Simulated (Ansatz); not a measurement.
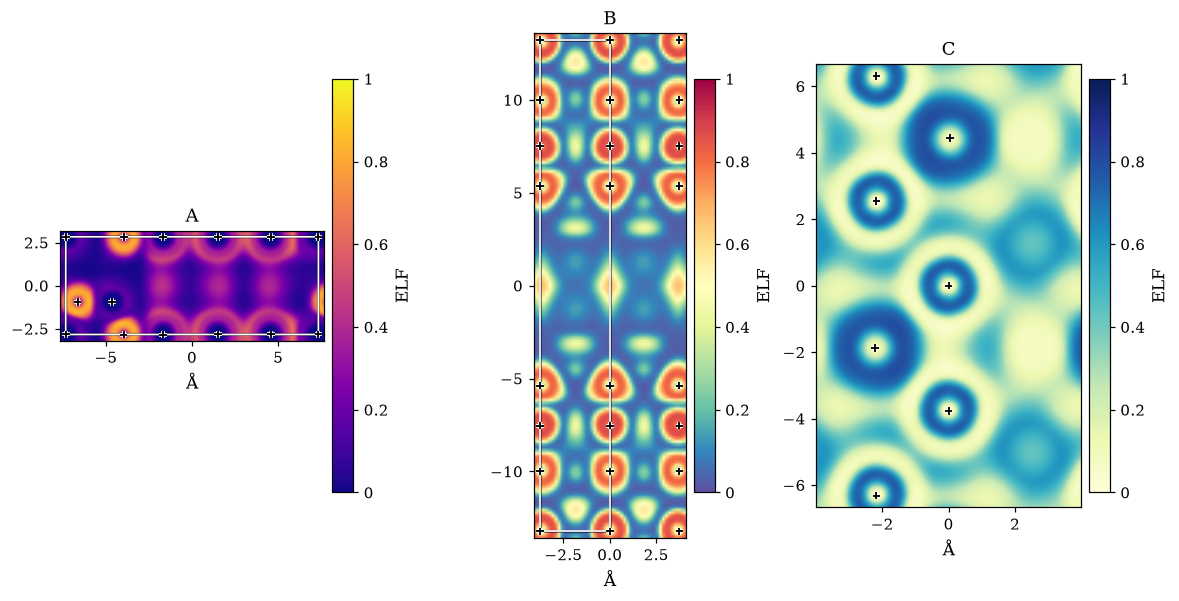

The electron localisation function of 3 systems, each on a plane through atoms (crosses mark nuclei in the plane).

The calculation used DFT PBE, scalar-relativistic, plane waves, PAW (Ansatz 0.2.0).

System 1: Zn2Sb3O2, the (110) plane of the standardised cell. Space group Cm; a generated structure, not necessarily the stable one; computed without spin polarisation.

```
Zn Sb O
1.0
     0.00000   -3.27228    0.00000
    -2.83410    1.63614   -0.00619
     0.05063    0.00000  -14.66346
Zn Sb O
2 3 2
Cartesian
  -1.8696 0.0000 -5.7446
  -0.9192 -1.6361 -8.4309
  -1.8574 0.0000 -11.3960
  -1.8772 0.0000 -2.9880
  -1.8302 0.0000 -14.5764
  -0.9233 -1.6361 -6.4349
  -1.8624 0.0000 -9.1078
```

System 2: Sc5SbSe2, the (100) plane of the conventional cell. Space group I4/mcm; a generated structure, not necessarily the stable one.

System 3: YLu2O4, the (100) plane of the conventional cell. Space group R-3m; a generated structure, not necessarily the stable one; computed without spin polarisation.

```
Y Lu O
1.0
     3.74408    0.00000    0.00000
    -1.87204    3.24246    0.00000
     0.00000    0.00000   26.45408
Y Lu O
3 6 12
Cartesian
  0.0000 0.0000 0.0000
  1.8721 1.0808 8.8179
  0.0000 2.1617 17.6361
  1.8721 1.0808 3.1208
  0.0000 2.1617 11.9387
  0.0000 0.0000 20.7567
  0.0000 0.0000 5.6974
  1.8721 1.0808 14.5154
  0.0000 2.1617 23.3333
  0.0000 0.0000 3.2290
  1.8721 1.0808 12.0469
  0.0000 2.1617 20.8651
  1.8721 1.0808 0.9685
  0.0000 2.1617 9.7864
  0.0000 0.0000 18.6044
  1.8721 1.0808 5.5890
  0.0000 2.1617 14.4072
  0.0000 0.0000 23.2251
  0.0000 0.0000 7.8497
  1.8721 1.0808 16.6677
  0.0000 2.1617 25.4856
```

Which map belongs to which system?

Panel A is system 1, Zn2Sb3O2: the plane holds Zn, Sb and O. Zn–O (2.00 Å): the ELF peaks at about 0.85 in the valence shell of O, 0.6 Å from its nucleus, and is about 0.25 at the midpoint; no shared electron pair shows on this line. Panel B is system 3, YLu2O4: the plane holds Y, Lu and O. Lu–O (2.15 Å): the ELF peaks at about 0.85 in the valence shell of O, 0.6 Å from its nucleus, and drops to about 0.15 between the two atoms; no shared electron pair shows on this line. Panel C is system 2, Sc5SbSe2: the plane holds Sc and Se. Sc–Se (2.91 Å): the ELF is about 0.35 at the midpoint.
